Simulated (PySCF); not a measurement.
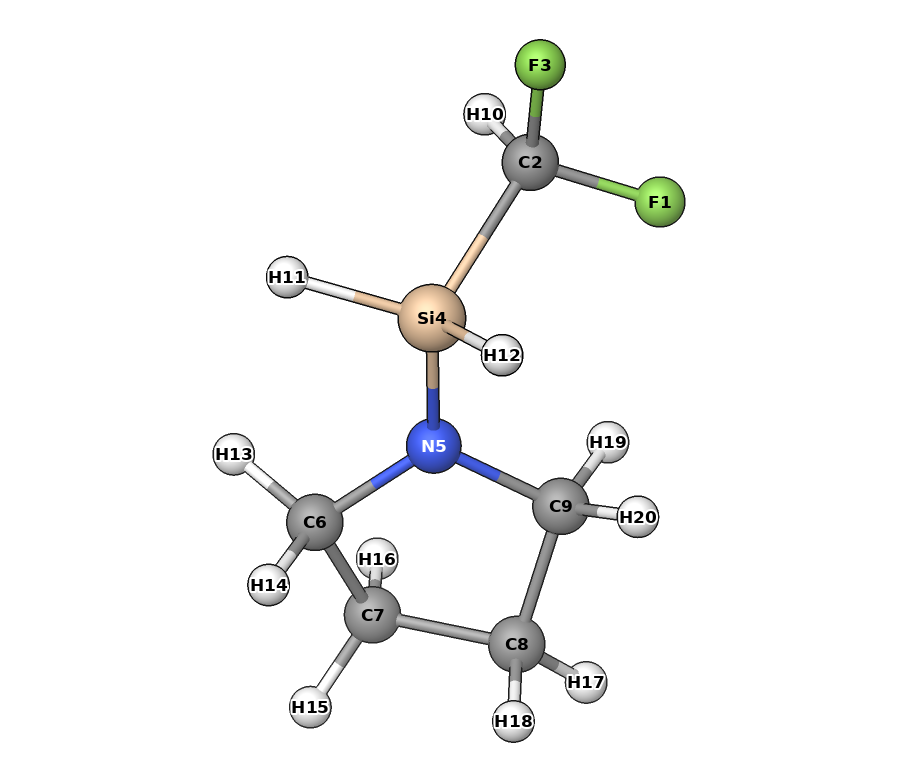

The geometry was computed by an optimisation with PBE0-D3(BJ)/def2-SVP. No frequency run is at hand to confirm it as a minimum. Method: delta-SCF UKS SCAN, pcX-2 on the ionised atom, pcseg-1 elsewhere, spin-free X2C (PySCF 2.14.0).

Give the core-electron binding energies (to vacuum; p and d levels without spin–orbit splitting) of F1 1s, C2 1s, Si4 1s, Si4 2p, N5 1s, C6 1s, C7 1s.

```json
{"atom": "F1", "level": "1s", "binding energy (eV)": "692.7"}
{"atom": "C2", "level": "1s", "binding energy (eV)": "294.5"}
{"atom": "Si4", "level": "1s", "binding energy (eV)": "1846.7"}
{"atom": "Si4", "level": "2p", "binding energy (eV)": "107.1"}
{"atom": "N5", "level": "1s", "binding energy (eV)": "404.2"}
{"atom": "C6", "level": "1s", "binding energy (eV)": "291.5"}
{"atom": "C7", "level": "1s", "binding energy (eV)": "290.7"}
```
